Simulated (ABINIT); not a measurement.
# K2LiAlH6 (Fm-3m): G0W0 with ABINIT, start to end, part 2 of 3

Aim: the G0W0 gap of K2LiAlH6 (Fm-3m) on LDA, step by step.

ABINIT 10.8.3; LDA and many-body steps on it, plane waves. Known limits of the many-body steps: not at the basis limit; coarse k mesh.

So far. Step 2 (Ground state): The gap is indirect, with the least direct gap 0.57 eV higher.

## 3. Bands along the symmetry lines

Level of this step: DFT, LDA, plane waves, norm-conserving pseudopotentials (ABINIT).

The cheap functional maps the bands first; the places of the edges decide which points the dearer methods must see.

Contents of run.abi:

```
acell 3*1.0 Angstrom
rprim 
  -0.000000000000 3.880349530400 3.880349530400
  3.880349530400 0.000000000000 3.880349530400
  3.880349530400 3.880349530400 0.000000000000
ntypat 4
znucl 19 3 13 1
natom 10
typat 1 1 2 3 4 4 4 4 4 4
xred 
  0.750000000000 0.750000000000 0.750000000000
  0.250000000000 0.250000000000 0.250000000000
  0.500000000000 0.500000000000 0.500000000000
  0.000000000000 -0.000000000000 -0.000000000000
  0.772107360000 0.227892640000 0.227892640000
  0.772107360000 0.227892640000 0.772107360000
  0.227892640000 0.772107360000 0.772107360000
  0.227892640000 0.772107360000 0.227892640000
  0.227892640000 0.227892640000 0.772107360000
  0.772107360000 0.772107360000 0.227892640000
pp_dirpath "pseudos"
pseudos "K.upf, Li.upf, Al.upf, H.upf"
ecut 33
iscf -2
irdden 1
kptopt 0
nkpt 26
kpt 
  0.00000000 0.00000000 0.00000000
  0.12500000 0.00000000 0.12500000
  0.25000000 0.00000000 0.25000000
  0.37500000 0.00000000 0.37500000
  0.50000000 0.00000000 0.50000000
  0.53125000 0.06250000 0.53125000
  0.56250000 0.12500000 0.56250000
  0.59375000 0.18750000 0.59375000
  0.62500000 0.25000000 0.62500000
  0.37500000 0.37500000 0.75000000
  0.28125000 0.28125000 0.56250000
  0.18750000 0.18750000 0.37500000
  0.09375000 0.09375000 0.18750000
  0.00000000 0.00000000 0.00000000
  0.12500000 0.12500000 0.12500000
  0.25000000 0.25000000 0.25000000
  0.37500000 0.37500000 0.37500000
  0.50000000 0.50000000 0.50000000
  0.50000000 0.43750000 0.56250000
  0.50000000 0.37500000 0.62500000
  0.50000000 0.31250000 0.68750000
  0.50000000 0.25000000 0.75000000
  0.50000000 0.18750000 0.68750000
  0.50000000 0.12500000 0.62500000
  0.50000000 0.06250000 0.56250000
  0.50000000 0.00000000 0.50000000
istwfk *1
nband 22
nbdbuf 2
tolwfr 1e-08
nstep 40
prtwf 0
prtvol 0
indata_prefix "in"
outdata_prefix "out"
tmpdata_prefix "tmp"
```

Command:

```
> OMP_NUM_THREADS=1 mpirun -n 4 abinit run.abi > log
```

Numbers of over 12 decimals in the logs are rounded to 6 here.

Output:

```text
.Version 10.8.3 of ABINIT. v10.8.2 released Aug 2026.

 Symmetries : space group Fm -3 m (#225); Bravais cF (face-center cubic)
[... echo of the input left out ...]
== DATASET  1 ==================================================================
-   mpi_nproc: 4, omp_nthreads: 1 (-1 if OMP is not activated)

--- !DatasetInfo
iteration_state: {dtset: 1, }
dimensions: {natom: 10, nkpt: 26, mband: 22, nsppol: 1, nspinor: 1, nspden: 1, mpw: 7171, }
cutoff_energies: {ecut:  33.0, pawecutdg:  -1.0, }
electrons: {nelect:   3.00000000E+01, charge:   0.00000000E+00, occopt:   1.00000000E+00, tsmear:   1.00000000E-02, }

 Real(R)+Recip(G) space primitive vectors, cartesian coordinates (Bohr,Bohr^-1):
 R(1)=  0.0000000  7.3327979  7.3327979  G(1)= -0.0681868  0.0681868  0.0681868
 R(2)=  7.3327979  0.0000000  7.3327979  G(2)=  0.0681868 -0.0681868  0.0681868
 R(3)=  7.3327979  7.3327979  0.0000000  G(3)=  0.0681868  0.0681868 -0.0681868
 Unit cell volume ucvol=  7.8856798E+02 bohr^3
 Angles (23,13,12)=  6.00000000E+01  6.00000000E+01  6.00000000E+01 degrees

 getcut: wavevector=  0.0000  0.0000  0.0000  ngfft=  54  54  54
         ecut(hartree)=     33.000   => boxcut(ratio)=   2.01435

--- Pseudopotential description ------------------------------------------------
- K Generated using ONCVPSP code by D. R. Hamann
- 19.00000   9.00000  180309                  znucl, zion, pspdat
12 -1012 2 -1 2170                            pspcod,pspxc,lmax,lloc,mmax
     nproj     2     2     2
  pspatm : epsatm=    8.21740868
         --- l  ekb(1:nproj) -->
             0   10.940065    0.829722
             1    4.437415    0.568178
             2   -3.386874   -1.066382
 pspatm: atomic psp has been read  and splines computed

- Li Generated using ONCVPSP code by D. R. Hamann
-  3.00000   3.00000  180309                  znucl, zion, pspdat
12 -1012 1 -1 1944                            pspcod,pspxc,lmax,lloc,mmax
     nproj     2     2     0
  pspatm : epsatm=    2.61415252
         --- l  ekb(1:nproj) -->
[...]
pspatm: atomic psp has been read  and splines computed

- Al Generated using ONCVPSP code by D. R. Hamann
- 13.00000   3.00000  180309                  znucl, zion, pspdat
12 -1012 2 -1 1854                            pspcod,pspxc,lmax,lloc,mmax
     nproj     2     2     2
  pspatm : epsatm=    0.57439143
         --- l  ekb(1:nproj) -->
[...]
pspatm: atomic psp has been read  and splines computed

- H Generated using ONCVPSP code by D. R. Hamann
-  1.00000   1.00000  180309                  znucl, zion, pspdat
12 -1012 1 -1 1180                            pspcod,pspxc,lmax,lloc,mmax
     nproj     2     1     0
  pspatm : epsatm=    0.35439867
         --- l  ekb(1:nproj) -->
[...]
1   -0.275071
 pspatm: atomic psp has been read  and splines computed

[...]
Non-SCF case, kpt   26 (  0.50000  0.00000  0.50000), residuals and eigenvalues=
[...]
--- !ResultsGS
iteration_state: {dtset: 1, }
comment   : Summary of ground state results
lattice_vectors:
- [ -0.0000000,   7.3327979,   7.3327979, ]
- [  7.3327979,   0.0000000,   7.3327979, ]
- [  7.3327979,   7.3327979,   0.0000000, ]
lattice_lengths: [  10.37014,   10.37014,   10.37014, ]
lattice_angles: [ 60.000,  60.000,  60.000, ] # degrees, (23, 13, 12)
lattice_volume:   7.8856798E+02
convergence: {deltae:  0.000E+00, res2:  0.000E+00, residm:  9.967E-09, diffor:  0.000E+00, }
etotal    :  -7.28856105E+01
entropy   :   0.00000000E+00
fermie    :   8.08655080E-02
cartesian_stress_tensor: null
pressure_GPa: null
xred      :
- [  7.5000E-01,   7.5000E-01,   7.5000E-01,  K]
- [  2.5000E-01,   2.5000E-01,   2.5000E-01,  K]
- [  5.0000E-01,   5.0000E-01,   5.0000E-01, Li]
- [  0.0000E+00,   0.0000E+00,   0.0000E+00, Al]
- [  7.7211E-01,   2.2789E-01,   2.2789E-01,  H]
- [  7.7211E-01,   2.2789E-01,   7.7211E-01,  H]
- [  2.2789E-01,   7.7211E-01,   7.7211E-01,  H]
- [  2.2789E-01,   7.7211E-01,   2.2789E-01,  H]
- [  2.2789E-01,   2.2789E-01,   7.7211E-01,  H]
- [  7.7211E-01,   7.7211E-01,   2.2789E-01,  H]
cartesian_forces: null
force_length_stats: {min: null, max: null, mean: null, }

 Integrated electronic density in atomic spheres:
 ------------------------------------------------
 Atom  Sphere_radius  Integrated_density
[...]
================================================================================

 ----iterations are completed or convergence reached----

 Mean square residual over all n,k,spin=   61.568E-10; max=  99.673E-10
 reduced coordinates (array xred) for   10 atoms
[...]
0.227892640000      0.227892640000      0.772107360000
       0.772107360000      0.772107360000      0.227892640000

 cartesian coordinates (angstrom) at end:
[...]
9      3.880350     3.880350     1.768606
   10      3.880350     3.880350     5.992093
 length scales=  1.889726125908  1.889726125908  1.889726125908 bohr
              =  1.000000000000  1.000000000000  1.000000000000 angstroms
 prteigrs : about to open file out_EIG
 Eigenvalues (hartree) for nkpt=  26  k points:
 kpt#   1, nband= 22, wtk=  1.00000, kpt=  0.0000  0.0000  0.0000 (reduced coord)
[...]
kpt#   2, nband= 22, wtk=  1.00000, kpt=  0.1250  0.0000  0.1250 (reduced coord)
[...]
kpt#   3, nband= 22, wtk=  1.00000, kpt=  0.2500  0.0000  0.2500 (reduced coord)
[...]
kpt#  25, nband= 22, wtk=  1.00000, kpt=  0.5000  0.0625  0.5625 (reduced coord)
[...]
0.25614    0.25795    0.28235    0.30096    0.31658    0.32449
 kpt#  26, nband= 22, wtk=  1.00000, kpt=  0.5000  0.0000  0.5000 (reduced coord)
  -1.54991   -0.97863   -0.97793   -0.39190   -0.38810   -0.38810   -0.37685   -0.37685
  -0.37581   -0.13534   -0.05051   -0.01700   -0.01700   -0.00075    0.08087    0.20465
   0.25459    0.25459    0.28333    0.31459    0.31816    0.32307

== END DATASET(S) ==============================================================
================================================================================

 -outvars: echo values of variables after computation  --------
            nband          22
             nkpt          26
          spgroup         225
 [... the other variables as echoed above ...]

 Calculation completed.
```

The job ended after 54 s (4 MPI ranks of Arm Neoverse N1, shared host; peak memory 0.38 GiB; 3.6 min of CPU time).

This step gave:

```
gap                        : 2.154 eV
k of the valence top       : 0.5, 0, 0.5
k of the conduction bottom : 0, 0, 0
least direct gap           : 2.726 eV
```

The gap is 2.154 eV, as in the run before at this level.

The electronic bands at the labelled points (eV, zero at the top of the highest filled band):

```
    point  band 12  band 13  band 14  band 15  band 16  band 17  band 18  band 19
        Γ    -2.94    -2.94    -0.57    -0.57     2.15     5.14     5.14     5.14
        X    -2.66    -2.66    -2.22     0.00     3.37     4.73     4.73     5.51
        U    -3.14    -2.54    -1.73    -0.57     3.86     4.69     5.27     5.44
jump to K    -3.14    -2.54    -1.73    -0.57     3.86     4.69     5.27     5.44
        Γ    -2.94    -2.94    -0.57    -0.57     2.15     5.14     5.14     5.14
        L    -2.41    -2.41    -1.19    -1.19     2.95     3.96     5.85     5.85
        W    -3.15    -2.90    -1.42    -0.80     4.42     4.42     5.36     5.36
        X    -2.66    -2.66    -2.22     0.00     3.37     4.73     4.73     5.51
```

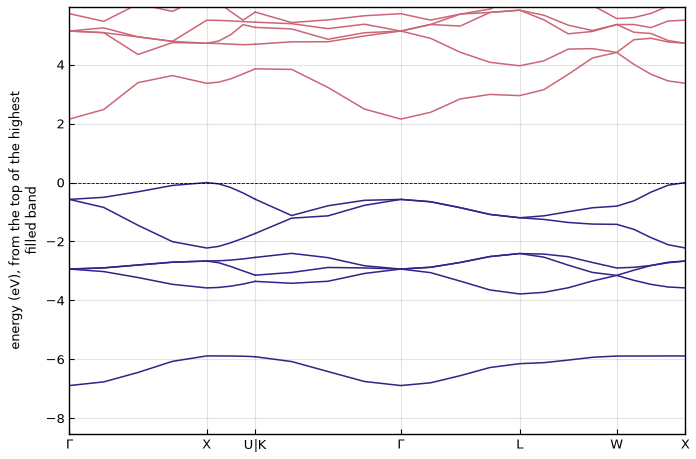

Electronic bands along the path; lines of filled and empty bands in two colours.

## 4. Empty states on the mesh, 2×2×2 mesh, 100 bands

The sums over transitions need many empty states on a uniform mesh; this step solves for them.

Contents of run.abi:

```
acell 3*1.0 Angstrom
rprim 
  -0.000000000000 3.880349530400 3.880349530400
  3.880349530400 0.000000000000 3.880349530400
  3.880349530400 3.880349530400 0.000000000000
ntypat 4
znucl 19 3 13 1
natom 10
typat 1 1 2 3 4 4 4 4 4 4
xred 
  0.750000000000 0.750000000000 0.750000000000
  0.250000000000 0.250000000000 0.250000000000
  0.500000000000 0.500000000000 0.500000000000
  0.000000000000 -0.000000000000 -0.000000000000
  0.772107360000 0.227892640000 0.227892640000
  0.772107360000 0.227892640000 0.772107360000
  0.227892640000 0.772107360000 0.772107360000
  0.227892640000 0.772107360000 0.227892640000
  0.227892640000 0.227892640000 0.772107360000
  0.772107360000 0.772107360000 0.227892640000
pp_dirpath "pseudos"
pseudos "K.upf, Li.upf, Al.upf, H.upf"
ecut 33
ngkpt 2 2 2
nshiftk 1
shiftk 0 0 0
kptopt 1
chksymbreak 0
iscf -2
irdden 1
istwfk *1
nband 100
nbdbuf 8
tolwfr 1e-09
nstep 60
prtvol 0
indata_prefix "in"
outdata_prefix "out"
tmpdata_prefix "tmp"
```

Output:

```text
.Version 10.8.3 of ABINIT. v10.8.2 released Aug 2026.

 Symmetries : space group Fm -3 m (#225); Bravais cF (face-center cubic)
[... echo of the input left out ...]
== DATASET  1 ==================================================================
-   mpi_nproc: 4, omp_nthreads: 1 (-1 if OMP is not activated)
-    --> not optimal distribution: autoparal keyword recommended in input file <--

--- !DatasetInfo
iteration_state: {dtset: 1, }
dimensions: {natom: 10, nkpt: 3, mband: 100, nsppol: 1, nspinor: 1, nspden: 1, mpw: 7144, }
cutoff_energies: {ecut:  33.0, pawecutdg:  -1.0, }
electrons: {nelect:   3.00000000E+01, charge:   0.00000000E+00, occopt:   1.00000000E+00, tsmear:   1.00000000E-02, }

 Real(R)+Recip(G) space primitive vectors, cartesian coordinates (Bohr,Bohr^-1):
 R(1)=  0.0000000  7.3327979  7.3327979  G(1)= -0.0681868  0.0681868  0.0681868
 R(2)=  7.3327979  0.0000000  7.3327979  G(2)=  0.0681868 -0.0681868  0.0681868
 R(3)=  7.3327979  7.3327979  0.0000000  G(3)=  0.0681868  0.0681868 -0.0681868
 Unit cell volume ucvol=  7.8856798E+02 bohr^3
 Angles (23,13,12)=  6.00000000E+01  6.00000000E+01  6.00000000E+01 degrees

 getcut: wavevector=  0.0000  0.0000  0.0000  ngfft=  54  54  54
         ecut(hartree)=     33.000   => boxcut(ratio)=   2.01435

--- Pseudopotential description ------------------------------------------------
- K Generated using ONCVPSP code by D. R. Hamann
- 19.00000   9.00000  180309                  znucl, zion, pspdat
12 -1012 2 -1 2170                            pspcod,pspxc,lmax,lloc,mmax
     nproj     2     2     2
  pspatm : epsatm=    8.21740868
         --- l  ekb(1:nproj) -->
             0   10.940065    0.829722
             1    4.437415    0.568178
             2   -3.386874   -1.066382
 pspatm: atomic psp has been read  and splines computed

- Li Generated using ONCVPSP code by D. R. Hamann
-  3.00000   3.00000  180309                  znucl, zion, pspdat
12 -1012 1 -1 1944                            pspcod,pspxc,lmax,lloc,mmax
     nproj     2     2     0
  pspatm : epsatm=    2.61415252
         --- l  ekb(1:nproj) -->
[...]
pspatm: atomic psp has been read  and splines computed

- Al Generated using ONCVPSP code by D. R. Hamann
- 13.00000   3.00000  180309                  znucl, zion, pspdat
12 -1012 2 -1 1854                            pspcod,pspxc,lmax,lloc,mmax
     nproj     2     2     2
  pspatm : epsatm=    0.57439143
         --- l  ekb(1:nproj) -->
[...]
pspatm: atomic psp has been read  and splines computed

- H Generated using ONCVPSP code by D. R. Hamann
-  1.00000   1.00000  180309                  znucl, zion, pspdat
12 -1012 1 -1 1180                            pspcod,pspxc,lmax,lloc,mmax
     nproj     2     1     0
  pspatm : epsatm=    0.35439867
         --- l  ekb(1:nproj) -->
[...]
1   -0.275071
[...]
3.21E-08  6.96E-08  5.29E-06  8.98E-06
 -1.5499E+00 -9.7939E-01 -9.7726E-01 -3.8517E-01 -3.8517E-01 -3.8517E-01
 -3.7803E-01 -3.7803E-01 -3.7803E-01 -1.7227E-01 -2.6998E-02 -2.6998E-02
 -2.6998E-02  5.9855E-02  5.9855E-02  1.6004E-01  2.6981E-01  2.6981E-01
[...]
1.4336E+00  1.4336E+00  1.4416E+00  1.4416E+00  1.4416E+00  1.4575E+00
  1.4575E+00  1.5027E+00  1.5027E+00  1.5027E+00  1.5103E+00  1.5223E+00
  1.5223E+00  1.5223E+00  1.5748E+00  1.5750E+00
 prteigrs : prtvol=0 or 1, do not print more k-points.

--- !ResultsGS
iteration_state: {dtset: 1, }
comment   : Summary of ground state results
lattice_vectors:
- [ -0.0000000,   7.3327979,   7.3327979, ]
- [  7.3327979,   0.0000000,   7.3327979, ]
- [  7.3327979,   7.3327979,   0.0000000, ]
lattice_lengths: [  10.37014,   10.37014,   10.37014, ]
lattice_angles: [ 60.000,  60.000,  60.000, ] # degrees, (23, 13, 12)
lattice_volume:   7.8856798E+02
convergence: {deltae:  0.000E+00, res2:  0.000E+00, residm:  9.962E-10, diffor:  0.000E+00, }
etotal    :  -7.28856105E+01
entropy   :   0.00000000E+00
fermie    :   8.08655080E-02
cartesian_stress_tensor: null
pressure_GPa: null
xred      :
- [  7.5000E-01,   7.5000E-01,   7.5000E-01,  K]
- [  2.5000E-01,   2.5000E-01,   2.5000E-01,  K]
- [  5.0000E-01,   5.0000E-01,   5.0000E-01, Li]
- [  0.0000E+00,   0.0000E+00,   0.0000E+00, Al]
- [  7.7211E-01,   2.2789E-01,   2.2789E-01,  H]
- [  7.7211E-01,   2.2789E-01,   7.7211E-01,  H]
- [  2.2789E-01,   7.7211E-01,   7.7211E-01,  H]
- [  2.2789E-01,   7.7211E-01,   2.2789E-01,  H]
- [  2.2789E-01,   2.2789E-01,   7.7211E-01,  H]
- [  7.7211E-01,   7.7211E-01,   2.2789E-01,  H]
cartesian_forces: null
force_length_stats: {min: null, max: null, mean: null, }

 Integrated electronic density in atomic spheres:
 ------------------------------------------------
 Atom  Sphere_radius  Integrated_density
[...]
================================================================================

 ----iterations are completed or convergence reached----

 Mean square residual over all n,k,spin=   48.344E-11; max=  99.616E-11
 reduced coordinates (array xred) for   10 atoms
[...]
0.227892640000      0.227892640000      0.772107360000
       0.772107360000      0.772107360000      0.227892640000

 cartesian coordinates (angstrom) at end:
    1      5.820524     5.820524     5.820524
[...]
10      3.880350     3.880350     5.992093
 length scales=  1.889726125908  1.889726125908  1.889726125908 bohr
              =  1.000000000000  1.000000000000  1.000000000000 angstroms
 prteigrs : about to open file out_EIG
 Eigenvalues (hartree) for nkpt=   3  k points:
 kpt#   1, nband=100, wtk=  0.12500, kpt=  0.0000  0.0000  0.0000 (reduced coord)
[...]
1.29553    1.32740    1.40370    1.43364    1.43364    1.43364    1.44157    1.44157
   1.44157    1.45747    1.45747    1.50270    1.50270    1.50270    1.51033    1.52230
   1.52230    1.52230    1.57479    1.57501
 prteigrs : prtvol=0 or 1, do not print more k-points.

== END DATASET(S) ==============================================================
================================================================================

 -outvars: echo values of variables after computation  --------
            nband         100
             nkpt           3
          spgroup         225
 [... the other variables as echoed above ...]

 Calculation completed.
```

Elapsed: 45 s, on 4 MPI ranks; peak memory 0.36 GiB; 3 min of CPU time.

This step gave:

```yaml
gap: 2.154 eV
k_of_the_valence_top: 0.5, 0.5, 0
k_of_the_conduction_bottom: 0, 0, 0
least_direct_gap: 2.726 eV
k_points_computed: 3
lowest_point_of_the_top_converged_band_above_the_valence_top: 36.80 eV
```

On this mesh the gap is 2.154 eV.

## 5. Screening, 2×2×2 mesh, 92 bands, screening to 106.1 eV

The RPA dielectric matrix is built and inverted for each q.

This step: RPA screening on LDA, plane waves, norm-conserving pseudopotentials.

run.abi: that of step 4 with these lines changed.

```diff
@@ -28,10 +28,11 @@
 chksymbreak 0
-iscf -2
-irdden 1
 istwfk *1
-nband 100
-nbdbuf 8
-tolwfr 1e-09
-nstep 60
-prtvol 0
+occopt 1
+irdwfk 1
+optdriver 3
+nband 92
+ecuteps 3.9
+inclvkb 2
+awtr 1
+symchi 1
 indata_prefix "in"
```

Output:

```text
.Version 10.8.3 of ABINIT. v10.8.2 released Aug 2026.

 Symmetries : space group Fm -3 m (#225); Bravais cF (face-center cubic)
[... echo of the input left out ...]
== DATASET  1 ==================================================================
-   mpi_nproc: 4, omp_nthreads: 1 (-1 if OMP is not activated)

--- !DatasetInfo
iteration_state: {dtset: 1, }
dimensions: {natom: 10, nkpt: 3, mband: 92, nsppol: 1, nspinor: 1, nspden: 1, mpw: 7144, }
cutoff_energies: {ecut:  33.0, pawecutdg:  -1.0, }
electrons: {nelect:   3.00000000E+01, charge:   0.00000000E+00, occopt:   1.00000000E+00, tsmear:   1.00000000E-02, }

 SCREENING: Calculation of the susceptibility and dielectric matrices

 Based on a program developped by R.W. Godby, V. Olevano, G. Onida, and L. Reining.
 Incorporated in ABINIT by V. Olevano, G.-M. Rignanese, and M. Torrent.
.Using double precision arithmetic ; gwpc =  8

[... cell and pseudopotentials left out ...]
--------------------------------------------------------------------------------

 ==== K-mesh for the wavefunctions ====
 Number of points in the irreducible wedge :     3
[... list of points left out ...]
 Together with 48 symmetry operations and time-reversal symmetry
 yields     8 points in the full Brillouin Zone.

 ==== Q-mesh for the screening function ====
 Number of points in the irreducible wedge :     3
[... list of points left out ...]
 Together with 48 symmetry operations and time-reversal symmetry
 yields     8 points in the full Brillouin Zone.

 setmesh: FFT mesh size selected  =    36x   36x   36
          total number of points  =        46656

 vcoul_init : cutoff-mode = AUXILIARY_FUNCTION
 q-points for optical limit:   1
     1)      0.000010    0.000020    0.000030

- screening: taking advantage of time-reversal symmetry
- Maximum band index for partially occupied states nbvw = 15
- Remaining bands to be divided among processors   nbcw = 77
- Number of bands treated by each node ~19

 Number of electrons calculated from density =   30.0000; Expected =   30.0000
 average of density, n =  0.038044
 r_s =    1.8445
 omega_plasma =   18.8147 [eV]

 calculating chi0 at frequencies [eV] :
  1    0.000000E+00    0.000000E+00
  2    0.000000E+00    1.881467E+01

--------------------------------------------------------------------------------
  q-point number  1        q = ( 0.000000, 0.000000, 0.000000) [r.l.u.]
--------------------------------------------------------------------------------
[... chi0 elements left out ...]
 For q-point:  0.000010 0.000020 0.000030
  dielectric constant =   4.2389
  dielectric constant without local fields =   4.8302

  Average fulfillment of the sum rule on Im[epsilon] for q-point    1 :     60.35  [%]
[... wings left out ...]
  q-point number  2        q = ( 0.500000, 0.000000, 0.000000) [r.l.u.]
--------------------------------------------------------------------------------
[... chi0 elements left out ...]
  Average fulfillment of the sum rule on Im[epsilon] for q-point    2 :     66.69  [%]

 [... 1 further q-points ...]
```

The job ended after 18 s (4 MPI ranks; peak memory 1 GiB; 71 s of CPU time).

Numbers from this step:

* ε∞ with local fields, on this mesh, along the program's q direction: 4.239
* the same without local fields: 4.830
* plasma frequency: 18.81 eV
* plane waves in the screening matrix: 283

Local fields lower ε∞ by 12 %. On a Γ-centred mesh this coarse the value itself is usually too large, while a short band sum pulls it down.

(Part 2 of 3 ends here.)

[Paths, hosts, dates, memory and timing lines, banners, echoed tables and standing remarks are left out of the program output.]

[Logs are printed without paths, hosts, clocks, repeated set-up lines and the standing remarks that a program may print on its own settings, such as how far it seeks lower states.]

[Runs of the session that timed out or met a known fault of the program may be left out.]

[Hosts, paths, dates, database ids (printed as entryN), source tags and the programs' standing remarks are cut or masked in the printed files.]

[G0W0 gaps are taken among the corrected bands and points alone; a level outside them can change the order at an edge.]

[Where Ansatz stands beside ABINIT at settings called matched, ABINIT's density can come from a denser mesh and the files from another edition; pairs whose starting gaps differed by over 0.03 eV were left out, so agreement reads better than it is.]
